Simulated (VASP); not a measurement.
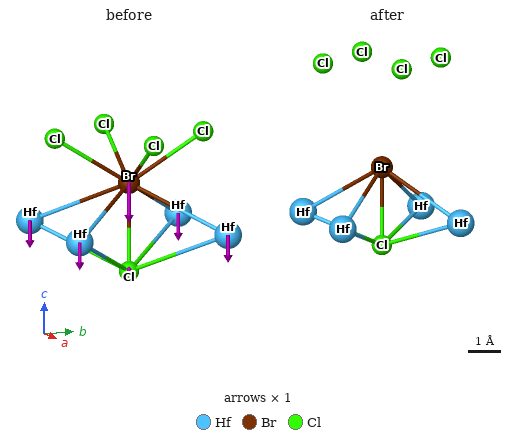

The structure of crystalline HfBr2Cl2 (a generated structure, set up in P4/nmm) before (left) and after (right) a relaxation, at one scale. The purple arrows give the displacements (the part carried along by the change of the cell is left out), at their true length.

Style: ball-and-stick. Shown: the atoms within 4.2 Å of the atom that moves most (axes of the cell of the calculation), slightly off an axis.

The run lets cell and atoms move.

Level of theory: Kohn-Sham DFT of a periodic cell, PBE, VASP PAW PBE potentials, recommended (VASP 6.6.1).

Input file:
```
SYSTEM = HfBr2Cl2
ALGO     = Fast           ! electronic algorithm
EDIFF    = 1E-4           ! SCF threshold, eV
EDIFFG   = -0.08          ! ionic threshold
ENCUT    = 520            ! plane-wave cutoff, eV
GGA      = PE             ! functional
IBRION   = 2              ! ionic algorithm
ISIF     = 3              ! what is computed and relaxed
ISMEAR   = 0              ! smearing method
LASPH    = .True.         ! aspherical terms in the spheres
LCHARG   = .False.        ! write CHGCAR
LREAL    = Auto         
LWAVE    = .False.        ! write WAVECAR
NELM     = 60             ! most SCF steps
NSW      = 24             ! ionic steps
PREC     = Normal         ! precision mode
SIGMA    = 0.15           ! smearing width, eV
```

Run as
```bash
cat potpaw_PBE.64/Hf_pv/POTCAR potpaw_PBE.64/Br/POTCAR potpaw_PBE.64/Cl/POTCAR > POTCAR
mpirun -np 1 vasp_std > vasp.out
```

**Summarise the run.**

The relaxation stopped without meeting its thresholds, so the last structure isn't shown to be converged. Over 23 geometry steps the energy falls by 5.963 eV per cell of the calculation. Largest force component: 1.2 eV/Å at the start, 3.7 eV/Å at the end. Pressure: −2.98 GPa at the start and 0.54 GPa at the end. The largest moves relative to the cell, 1.29 Å, are those of Br atoms. Largest moves by element: Br 1.29 Å, Hf 0.90 Å, Cl 0.16 Å. The drawn cell changes as follows: a = b 4.974 → 3.953 Å (−20.5 %), c 11.869 → 16.509 Å (+39.1 %); the volume changes by −12.2 %. Some distances before and after: Br–Cl 2.925 → 3.958 Å, Cl–Hf 3.784 → 2.932 Å, Cl–Cl 3.517 → 2.795 Å, Br–Hf 3.802 → 3.228 Å. The space group stays P4/nmm (No. 129). The volume changes by over a tenth within one run on a fixed set of plane waves, so the end point should be relaxed again from the new cell. It ran on 1 thread of Intel(R) Xeon(R) Platinum 8488C (Sapphire Rapids), on a shared host.

Limits of the set-up: layers or molecules are held without a dispersion correction, so their spacing is unreliable.
